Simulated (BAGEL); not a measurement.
**BBrF2 (SMILES FB(F)Br) at HF/6-31G(d) (density fitting with cc-pvqz-jkfit, spherical functions)**

What is the vertical singlet–triplet gap of BBrF2 at HF/6-31G* (density fitting with cc-pvqz-jkfit, spherical functions)? 

The results are computed with BAGEL 1.2.2.

6 further runs of the same task are left out: 6 that didn't finish. Runs told in other sessions of the task aren't counted.

## (1) Starting point

BBrF2 has 4 atoms, charge 0, and is taken as a singlet. As SMILES, `FB(F)Br`. The shape is that of a PBE0-D4/def2-TZVP optimisation.

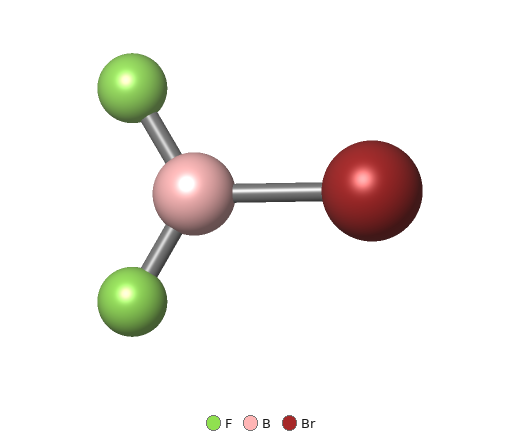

The structure, seen from a chosen angle (fluorine green, boron pink, bromine red).

## (2) A single-point energy at HF/6-31G(d) (density fitting with cc-pvqz-jkfit, spherical functions)

File calc.json:

```json
{ "bagel": [

{
  "title": "molecule",
  "basis": "6-31gs.json",
  "df_basis": "cc-pvqz-jkfit",
  "angstrom": true,
  "geometry": [
    { "atom": "F", "xyz": [   -0.215650,   -1.366490,   -0.109870 ] },
    { "atom": "B", "xyz": [   -0.127940,   -0.063330,   -0.022770 ] },
    { "atom": "F", "xyz": [   -1.212420,    0.659630,   -0.144250 ] },
    { "atom": "Br", "xyz": [    1.556010,    0.770190,    0.276890 ] }
  ]
},
{ "title": "hf" },
{ "title": "print", "file": "orbitals.molden", "orbitals": true }

]}
```

The basis set 6-31G* is read from a file made from the Basis Set Exchange's data (not shown).

Run with:

```bash
$ BAGEL_NUM_THREADS=1 BAGEL calc.json > calc.out
```

Output:

```text
* using 1 threads per process

  ===============================================================
  ===============================================================

  *** Geometry ***

  { "atom" : "F", "xyz" : [     -0.407519,     -2.582292,     -0.207624 ] },
  { "atom" : "B", "xyz" : [     -0.241772,     -0.119676,     -0.043029 ] },
  { "atom" : "F", "xyz" : [     -2.291142,      1.246520,     -0.272593 ] },
  { "atom" : "Br", "xyz" : [      2.940433,      1.455448,      0.523246 ] },

  Number of auxiliary basis functions:      536

  Since a DF basis is specified, we compute 2- and 3-index integrals:
    o Being stored without compression. Storage requirement is 0.023 GB

  Number of basis functions:       74
  Number of electrons      :       58

    * METHOD: MOLECULE                             0.21

  *** RHF ***

  === Nuclear Repulsion ===
   222.9949400537

      * DIIS with orbital gradients will be used.

  === RHF iteration (6-31gs.json) ===
      0      -2795.66387894          0.02039818           0.06
      1      -2795.76856684          0.01291673           0.06
      2      -2795.82168210          0.00091298           0.06
      3      -2795.82224635          0.00016046           0.05
      4      -2795.82225786          0.00005572           0.06
      5      -2795.82225950          0.00001081           0.06
      6      -2795.82225963          0.00000294           0.06
      7      -2795.82225964          0.00000095           0.05
      8      -2795.82225964          0.00000028           0.06
      9      -2795.82225964          0.00000008           0.06
     10      -2795.82225964          0.00000003           0.06
     11      -2795.82225964          0.00000001           0.06
    * SCF iteration converged.

    * Permanent dipole moment:
           (   -0.000397,    -0.000182,    -0.000063) a.u.

    * METHOD: HF                                   0.82

    * METHOD: PRINT                                0.01

  ===============================================================
```

Run time: 1.2 s. Hardware: 1 thread of Intel Xeon 6975P-C (Granite Rapids), shared host; peak memory 0.12 GiB.

## (3) The triplet, same level

File input.json:

```json
{ "bagel": [

{
  "title": "molecule",
  "basis": "6-31gs.json",
  "df_basis": "cc-pvqz-jkfit",
  "angstrom": true,
  "geometry": [
    { "atom": "F", "xyz": [   -0.215650,   -1.366490,   -0.109870 ] },
    { "atom": "B", "xyz": [   -0.127940,   -0.063330,   -0.022770 ] },
    { "atom": "F", "xyz": [   -1.212420,    0.659630,   -0.144250 ] },
    { "atom": "Br", "xyz": [    1.556010,    0.770190,    0.276890 ] }
  ]
},
{ "title": "uhf", "nopen": 2 },
{ "title": "print", "file": "orbitals.molden", "orbitals": true }

]}
```

The basis set 6-31G* is read from a file made from the Basis Set Exchange's data (not shown).

Run with:

```bash
$ BAGEL_NUM_THREADS=1 BAGEL input.json > input.out
```

Output:

```text
* using 1 threads per process

  ===============================================================
  ===============================================================

  *** Geometry ***

  { "atom" : "F", "xyz" : [     -0.407519,     -2.582292,     -0.207624 ] },
  { "atom" : "B", "xyz" : [     -0.241772,     -0.119676,     -0.043029 ] },
  { "atom" : "F", "xyz" : [     -2.291142,      1.246520,     -0.272593 ] },
  { "atom" : "Br", "xyz" : [      2.940433,      1.455448,      0.523246 ] },

  Number of auxiliary basis functions:      536

  Since a DF basis is specified, we compute 2- and 3-index integrals:
    o Being stored without compression. Storage requirement is 0.023 GB

  Number of basis functions:       74
  Number of electrons      :       58

    * METHOD: MOLECULE                             0.26

  *** Open-shell HF ***

  === Nuclear Repulsion ===
   222.9949400537

      * DIIS with orbital gradients will be used.

  === UHF iteration (6-31gs.json) ===
      0      -2795.30437121          0.04070142           0.12
      1      -2795.44602335          0.02840245           0.12
      2      -2795.49691933          0.01694595           0.12
      3      -2795.52421898          0.00117014           0.12
      4      -2795.52631104          0.00046995           0.12
      5      -2795.52681864          0.00016731           0.12
      6      -2795.52693323          0.00005338           0.12
      7      -2795.52694219          0.00002091           0.12
      8      -2795.52694389          0.00000678           0.12
      9      -2795.52694400          0.00000227           0.12
     10      -2795.52694402          0.00000087           0.12
     11      -2795.52694402          0.00000066           0.12
     12      -2795.52694402          0.00000065           0.12
     13      -2795.52694402          0.00000066           0.12
     14      -2795.52694402          0.00000058           0.12
     15      -2795.52694402          0.00000030           0.12
     16      -2795.52694401          0.00000009           0.12
     17      -2795.52694401          0.00000003           0.12
     18      -2795.52694401          0.00000001           0.12
     19      -2795.52694401          0.00000001           0.12
    * SCF iteration converged.

    * S^2 (UHF) is 2.0119

    * Permanent dipole moment:
           (   -0.251632,    -0.124535,    -0.044750) a.u.

    * METHOD: UHF                                  2.55

    * METHOD: PRINT                                0.01

  ===============================================================
```

It took 3 s on 1 thread of Intel Xeon 6975P-C (Granite Rapids), shared host; peak memory 0.12 GiB.

## (4) Summary of results

Level: HF/6-31G* (density fitting with cc-pvqz-jkfit, spherical functions).

| quantity | value |
| --- | --- |
| singlet: total energy | -2795.82226 Eh |
| singlet: dipole moment | 0.00 D |
| singlet: HOMO energy | -12.10 eV |
| singlet: LUMO energy | 4.00 eV |
| singlet: HOMO–LUMO gap | 16.10 eV |
| triplet: total energy | -2795.52694 Eh |
| triplet: dipole moment | 0.72 D |
| triplet: ⟨S²⟩ | 2.012 |
| vertical energy of the triplet above the singlet | 8.036 eV |

In words: At this shape the triplet lies 8.04 eV (775 kJ/mol) above the singlet.
